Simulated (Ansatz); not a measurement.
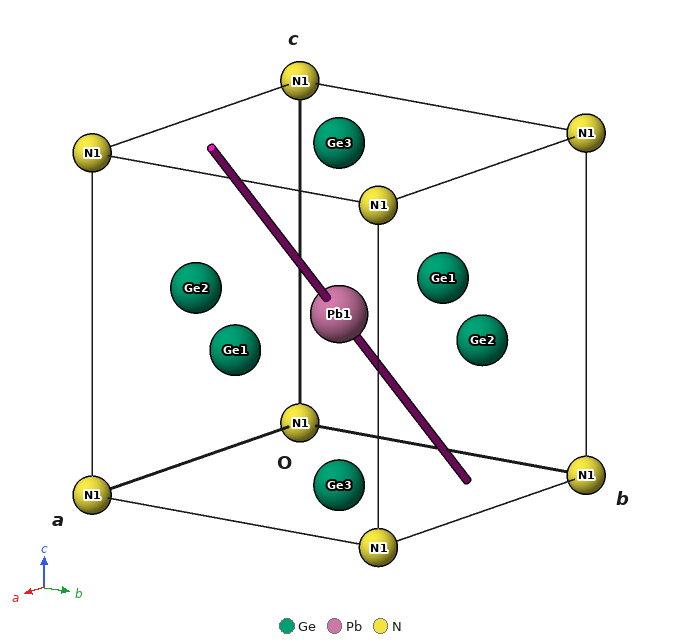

For Ge3PbN, coordinates from a relaxation with Ansatz 0.2.0, DFT PBE, scalar-relativistic, plane waves, PAW; the starting structure was generated, so it need not be a known form of this composition: the coloured rod is the axis of a symmetry operation of the crystal. Geometry calculated from the standardised cell; symmetry tolerance 0.002 Å.

a = 5.430 Å, b = 5.430 Å, c = 5.430 Å, α = 90.00°, β = 90.00°, γ = 90.00°.

```csv
atom,x,y,z
Ge1,0.0000,0.5000,0.5000
Ge2,0.5000,0.0000,0.5000
Ge3,0.5000,0.5000,0.0000
Pb1,0.5000,0.5000,0.5000
N1,0.0000,0.0000,0.0000
```

Take the operation x, y, z → z, −y+1, x.

Question: What kind of operation is it, and where does it lie?

Answer: It is a 2-fold rotation, about the line along [1 0 1] through (1/2, 1/2, 1/2).

Question: Onto which atom does it carry each atom (up to whole multiples of a, b and c)?

Answer: Ge1 → Ge3, Ge2 → Ge2, Ge3 → Ge1, Pb1 → Pb1, N1 → N1.

Question: What is the crystal's space group?

Answer: Pm-3m, No. 221.
